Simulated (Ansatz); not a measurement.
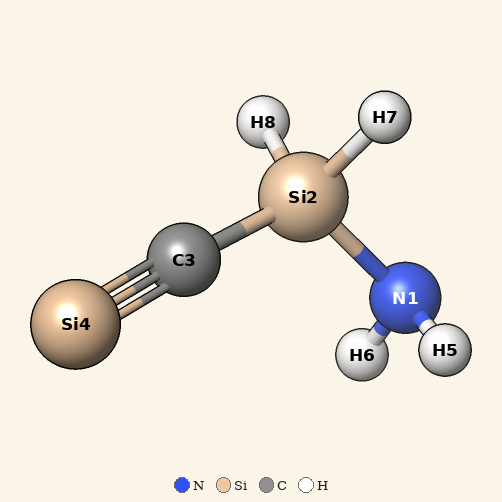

Numbered structure. State: charge −1, singlet. Computed geometry: PBE0-D4/def2-TZVPD optimisation. No frequency run is at hand to confirm it as a minimum.

List the bonds and their lengths.

```csv
bond,length (Å),order
N1–Si2,1.774,single
N1–H5,1.014,single
N1–H6,1.014,single
Si2–C3,1.781,single
Si2–H7,1.507,single
Si2–H8,1.506,single
C3–Si4,1.649,triple
```
